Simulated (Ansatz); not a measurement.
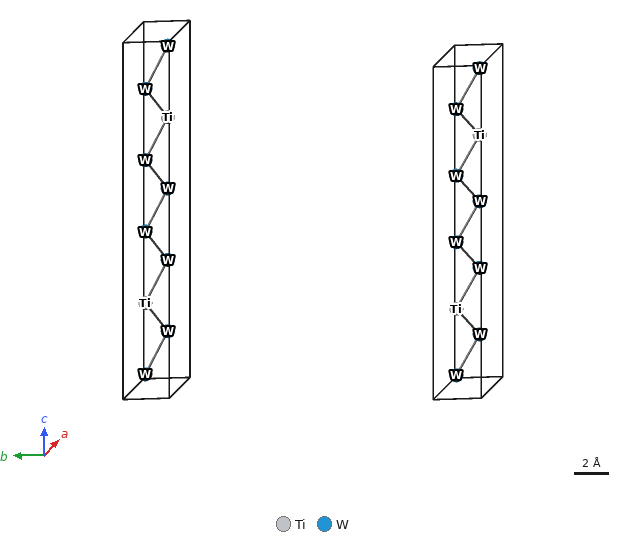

Two geometries of crystalline TiW₄ (a generated structure, set up in P6_3/mmc), drawn at one scale. One is the start of a relaxation, the other its converged end. A ball-and-stick model of the cell of the calculation, seen from a free direction.

The calculation used DFT PBE, scalar-relativistic, plane waves, PAW (Ansatz). Settings: plane-wave cutoff 420 eV; k-point mesh 12 × 12 × 2; occupations gaussian; smearing width 0.1 eV; no spin polarisation; cell and atoms relaxed; force threshold 0.01 eV/Å; at most 80 steps.

### Which one is relaxed?

The left one is the relaxed one. The energy falls by 59.3 meV per atom in 6 accepted moves (7 points after the start). The largest force component goes from 0.17 to 0.00036 eV/Å. Pressure: −3.56 GPa at the start and 0.01 GPa at the end. At 1 point the geometry stayed and the basis and grid were re-selected for the new cell (energy shift of less than 0.05 meV per atom at most each time). No atom moves by more than 0.005 Å relative to the cell. Cell: a = b 2.895 → 2.782 Å (−3.9 %), c 23.024 → 24.704 Å (+7.3 %). Volume −0.9 %. Among the contacts that change: Ti–Ti 2.895 → 2.782 Å, W–W 2.895 → 2.782 Å, W–W 2.845 → 2.947 Å, Ti–W 2.845 → 2.945 Å. The space group stays P6_3/mmc (No. 194). The run took 4.6 min on 1 thread of Arm Neoverse V1, on a shared host, peak memory 0.67 GiB.
